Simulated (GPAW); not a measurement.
Consider BaCu2S2 (I4/mmm).

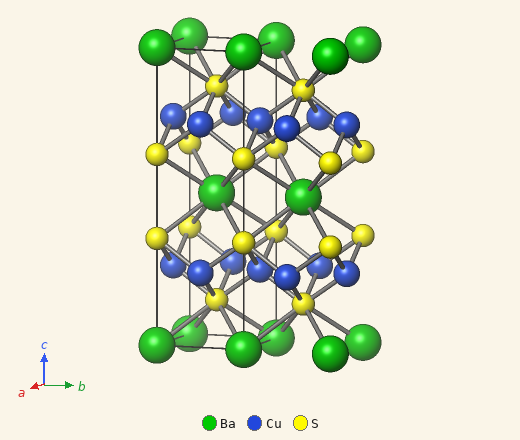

The structure (barium green, copper blue, sulfur yellow). 1×2×1 conventional cells are drawn. Some periodic images of atoms are drawn too.

```xyz
5
Lattice="-1.9510 1.9510 6.3251 1.9510 -1.9510 6.3251 1.9510 1.9510 -6.3251" Properties=species:S:1:pos:R:3 pbc="T T T"
Ba    0.0000    0.0000    0.0000
Cu    1.9510    0.0000    3.1625
Cu    0.0000    1.9510    3.1625
S     0.0000    0.0000    4.5412
S     0.0000    0.0000    8.1089
```

Absorber: atom 4, with 4 Cu at 2.39 Å (4-fold, site symmetry 4mm). Method: GPAW, LDA, full core hole (charged cell), 20-atom cell with 6.9 Å between holes, 3×3×3 k points, dipole transitions, Gaussian full width 0.9 eV up to 4 eV, rising linearly to 3.5 eV at 25 eV.

Q: Predict the near-edge structure at the S K edge.

Main maxima up to 24 eV above the zero (height): 4.1 eV (2.36), 10.1 eV (0.86) and 14.6 eV (1.01). A K edge sees empty p states on the absorber. The total-energy difference plus the lowest empty eigenvalue puts the zero at 2474.02 eV. One term is added: -16.82 eV, since the hole is spin-paired here and a spin-polarised one costs that much less in the free atom (computed apart). The photon energy is then 2457.20 eV. The functional and the charged cell's background leave an error in such absolute values: in the free atom LDA prices this hole 9.1 eV below PBE (computed apart), and PBE is itself good to a few eV.

The S K spectrum (energy from the lowest empty level; intensity scaled to a mean of 1 over the first 20 eV; polarised curves are means over the symmetry-equivalent atoms):

| E (eV) | isotropic | ε ⊥ c | ε ∥ c |
| --- | --- | --- | --- |
| -2.0 | 0.00 | 0.00 | 0.00 |
| -0.5 | 0.00 | 0.00 | 0.00 |
| 1.0 | 0.51 | 0.28 | 0.97 |
| 2.5 | 1.31 | 1.45 | 1.01 |
| 4.0 | 2.35 | 2.63 | 1.79 |
| 5.5 | 1.63 | 1.67 | 1.54 |
| 7.0 | 0.80 | 0.70 | 1.00 |
| 8.5 | 0.69 | 0.68 | 0.71 |
| 10.0 | 0.86 | 0.77 | 1.05 |
| 11.5 | 0.78 | 0.78 | 0.77 |
| 13.0 | 0.86 | 0.90 | 0.78 |
| 14.5 | 1.01 | 1.05 | 0.93 |
| 16.0 | 0.92 | 0.95 | 0.85 |
| 17.5 | 0.86 | 0.84 | 0.91 |
| 19.0 | 0.79 | 0.75 | 0.87 |
| 20.5 | 0.71 | 0.70 | 0.73 |
| 22.0 | 0.64 | 0.65 | 0.62 |
| 23.5 | 0.61 | 0.64 | 0.56 |
| 25.0 | 0.78 | 0.81 | 0.72 |
| 26.5 | 1.04 | 1.04 | 1.03 |
| 28.0 | 1.12 | 1.08 | 1.19 |
| 29.5 | 0.99 | 0.96 | 1.06 |

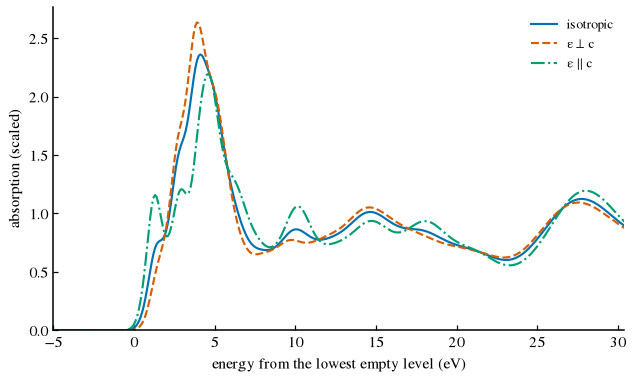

The S K edge.

The mesh is coarse (0.33 Å⁻¹ between points), so small maxima may be mesh ripples. The structure is a computed Materials Project entry and may be a hypothetical form.

[Banner, clock and machine lines of the logs are left out without a mark of their own.]

[Logs are printed without paths, hosts, clocks, repeated set-up lines and the standing remarks that a program may print on its own settings, such as how far it seeks lower states.]

[Hosts, paths, dates, database ids (printed as entryN), source tags and the programs' standing remarks are cut or masked in the printed files.]

[Lists of maxima count a maximum above −3 eV only where it reaches 4 % of the highest in the window and stands out from its surroundings by 2 % of it (1.5 % where it reaches 55 %); shoulders and weaker maxima are passed over, and of the rest the first, up to two pre-edge ones and the few strongest are named.]
